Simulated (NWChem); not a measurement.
# One shape, several levels: SiH2SCl2 (SMILES S[SiH](Cl)Cl)

Wanted: a comparison of 3 runs (HF/STO-3G, HF/3-21G, B3LYP/6-31G*) of SiH2SCl2. 

The results are computed with NWChem 7.3.0.

## (1) The system as given

SiH2SCl2 has 6 atoms, charge 0, and is taken as a singlet. SMILES: `S[SiH](Cl)Cl`. Geometry: relaxed at PBE0-D4/def2-TZVP. This is one conformer, not always the lowest.

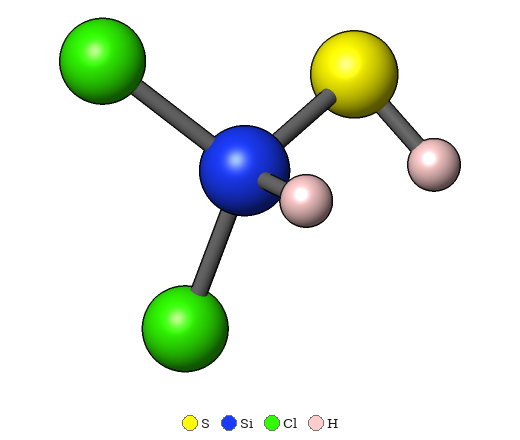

Viewed from a chosen angle; sulfur yellow, silicon blue, chlorine green, hydrogen pink.

## (2) Energy and gradient at HF/STO-3G (run 1)

The input, a.xyz:

```xyz
6
Cl2H2SSi
S     -1.479200     0.743900    -0.447400
Si     0.298900    -0.115500     0.304700
Cl    -0.078900    -0.550300     2.257200
Cl     0.810100    -1.815900    -0.703600
H     -0.968900     0.884900    -1.684800
H      1.460000     0.788900     0.227800
```

The input, a.nw:

```
start a
title "Cl2H2SSi"
memory total 2200 mb
charge 0

geometry noautosym nocenter noautoz
  load format xyz a.xyz
end

basis spherical bse
  * library STO-3G
end

scf
  thresh 1e-08
  maxiter 80
  print low
end

task scf gradient
```

Command:

```
$ nwchem a.nw > a.out
```

Standard output:

```text
[...]
  functions       =    38
[...]
  wavefunction    = RHF
[...]
         Total SCF energy =  -1589.230351386366
      One-electron energy =  -2881.341322786738
      Two-electron energy =    953.157497227688
 Nuclear repulsion energy =    338.953474172683
        Time for solution =      1.3s
[...]
                         RHF ENERGY GRADIENTS
    atom               coordinates                        gradient
                 x          y          z           x          y          z
   1 S      -2.795283   1.405767  -0.845463   -0.008684   0.000858   0.012423
   2 Si      0.564839  -0.218263   0.575800   -0.010150  -0.043824   0.013352
   3 Cl     -0.149099  -1.039916   4.265490    0.001061   0.006736  -0.025263
   4 Cl      1.530867  -3.431553  -1.329611   -0.006490   0.020070   0.011042
   5 H      -1.830956   1.672219  -3.183810    0.006064  -0.000281  -0.009057
   6 H       2.759000   1.490805   0.430480    0.018200   0.016443  -0.002497
 Task  times  cpu:        1.8s     wall:        1.8s
 Total times  cpu:        1.8s     wall:        1.8s
```

Wall time 2.4 s (1 thread of Intel Xeon 6975P-C (Granite Rapids), shared host); peak memory 0.099 GiB.

## (3) Energy and gradient at HF/3-21G (run 2)

The input, input.nw:

```
start input
memory stack 880 mb heap 220 mb global 1100 mb

geometry units angstroms noautosym nocenter noautoz
  S     -1.479200     0.743900    -0.447400
  Si     0.298900    -0.115500     0.304700
  Cl    -0.078900    -0.550300     2.257200
  Cl     0.810100    -1.815900    -0.703600
  H     -0.968900     0.884900    -1.684800
  H      1.460000     0.788900     0.227800
end

basis spherical bse
  S library 3-21G
  Si library 3-21G
  Cl library 3-21G
  H library 3-21G
end

scf
  thresh 1e-08
  maxiter 80
end

task scf gradient
```

Command:

```
$ nwchem input.nw > input.out
```

Standard output:

```text
[...]
  functions       =    56
[...]
  wavefunction    = RHF
[...]
         Total SCF energy =  -1598.794470212233
      One-electron energy =  -2887.594436517908
      Two-electron energy =    949.846492132992
 Nuclear repulsion energy =    338.953474172683
        Time for solution =      1.5s
[...]
                         RHF ENERGY GRADIENTS
    atom               coordinates                        gradient
                 x          y          z           x          y          z
   1 S      -2.795283   1.405767  -0.845463    0.021002  -0.011611   0.013406
   2 Si      0.564839  -0.218263   0.575800   -0.025474  -0.033024   0.000944
   3 Cl     -0.149099  -1.039916   4.265490    0.006660   0.009861  -0.045128
   4 Cl      1.530867  -3.431553  -1.329611   -0.011704   0.037635   0.023195
   5 H      -1.830956   1.672219  -3.183810    0.006691  -0.004720   0.007573
   6 H       2.759000   1.490805   0.430480    0.002826   0.001860   0.000010
[...]
```

It took 2.8 s on 1 thread of Intel Xeon 6975P-C (Granite Rapids), shared host; peak memory 0.097 GiB.

## (4) Energy and gradient at B3LYP/6-31G(d) (Cartesian functions) (run 3)

The input, cl2h2ssi.nw:

```
start cl2h2ssi
memory total 2200 mb

geometry units bohr noautosym nocenter noautoz
 S  -2.79528288  1.40576726 -0.84546347
 Si  0.56483914 -0.21826337  0.57579955
 Cl -0.14909939 -1.03991629  4.26548981
 Cl  1.53086713 -3.43155367 -1.32961130
 H  -1.83095564  1.67221865 -3.18381057
 H   2.75900014  1.49080494  0.43047961
end

basis "ao basis"
 * library 6-31G*
end

dft
 xc b3lyp
 grid xfine
 convergence energy 1e-08
 iterations 100
 mulliken
 print medium
end

task dft gradient
```

Command:

```
$ nwchem cl2h2ssi.nw > cl2h2ssi.out
```

Standard output:

```text
[...]
          Wavefunction type:  closed shell.
          No. of atoms     :     6
          No. of electrons :    66
[...]
          Charge           :     0
          Spin multiplicity:     1
[...]
          AO basis - number of functions:    80
[...]
              XC Information
              --------------
                         B3LYP Method XC Potential
                     Hartree-Fock (Exact) Exchange  0.200
                        Slater Exchange Functional  0.800 local
                    Becke 1988 Exchange Functional  0.720 non-local
              Lee-Yang-Parr Correlation Functional  0.810
                  VWN I RPA Correlation Functional  0.190 local
[...]
 d= 0,ls=0.0,diis     1  -1609.3234648541 -1.95D+03  1.94D-02  8.40D-01     2.2
[...]
 d= 0,ls=0.0,diis     8  -1609.4008943441 -1.69D-09  3.01D-06  4.41D-08    14.5
         Total DFT energy =    -1609.400894344149
      One electron energy =    -2898.528137570410
           Coulomb energy =     1054.155061291915
    Exchange-Corr. energy =     -103.981267971309
 Nuclear repulsion energy =      338.953449905654
[...]
      Total Density - Mulliken Population Analysis
     ---------------------------------------------
    Atom       Charge   Shell Charges
 -----------   ------   -------------------------------------------------------
    1 S   16    16.20   2.00  1.99  5.97  1.41  3.10  0.52  1.20  0.02
    2 Si  14    13.52   2.00  1.99  5.96  1.07  1.81  0.13  0.29  0.27
    3 Cl  17    17.19   2.00  1.99  5.97  1.46  3.65  0.55  1.60 -0.03
    4 Cl  17    17.19   2.00  1.99  5.97  1.46  3.65  0.55  1.60 -0.03
    5 H    1     0.88   0.50  0.38
    6 H    1     1.02   0.51  0.51
[...]
  wavefunction    = closed shell
                         DFT ENERGY GRADIENTS
    atom               coordinates                        gradient
                 x          y          z           x          y          z
   1 S      -2.795283   1.405767  -0.845463    0.006260  -0.003166   0.001117
   2 Si      0.564839  -0.218263   0.575800   -0.004048  -0.005568  -0.000684
   3 Cl     -0.149099  -1.039916   4.265490    0.001092   0.001893  -0.010236
   4 Cl      1.530867  -3.431554  -1.329611   -0.003373   0.008595   0.005521
   5 H      -1.830956   1.672219  -3.183811    0.000613  -0.001436   0.004129
   6 H       2.759000   1.490805   0.430480   -0.000545  -0.000317   0.000153
[...]
```

Run time: 21 s. Hardware: 1 thread of Intel Xeon 6975P-C (Granite Rapids), shared host; peak memory 0.14 GiB.

## (5) All runs side by side

```
run                               level  Cartesian functions  iteration cap   energy (Eh)  largest force (eV/Å)  wall time
  1                           HF/STO-3G                   no             80  -1589.230351                 2.413      2.4 s
  2                            HF/3-21G                   no             80  -1598.794470                 2.400      2.8 s
  3  B3LYP/6-31G* (Cartesian functions)                  yes            100  -1609.400894                 0.553       21 s
```

## (6) Outcome

```
                       quantity           value
            run 3: total energy  -1609.40089 Eh
           run 3: dipole moment          1.85 D
             run 3: HOMO energy        -7.84 eV
             run 3: LUMO energy        -0.30 eV
           run 3: HOMO–LUMO gap         7.55 eV
run 3: largest force on an atom      0.553 eV/Å
```

What this shows: In run 1 the basis is minimal, so the values are rough. All runs together took 26 s, the longest 21 s.
